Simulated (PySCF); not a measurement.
Ga(H)(F)(NH2), H₃FGaN, SMILES [F][GaH][NH2] at its PBE0/def2-SVP optimised geometry (Å):

```
6

Ga     0.2925     0.4156     0.0000
H      1.8398     0.4156     0.0000
F     -0.5555     1.9563     0.0000
N     -0.8325    -0.9862    -0.0001
H     -1.8398    -0.8819    -0.0038
H     -0.5454    -1.9563     0.0025
```

Method: PBE0/def2-TZVP run with PySCF.

Map of the log10 of the electron density (e/bohr³), floored at −4 on the plane z = 0.8 Å:

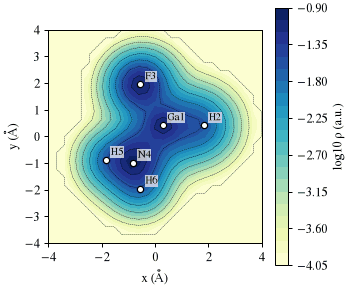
Log10 of the electron density (e/bohr³), floored at −4 on the plane z = 0.8 Å.
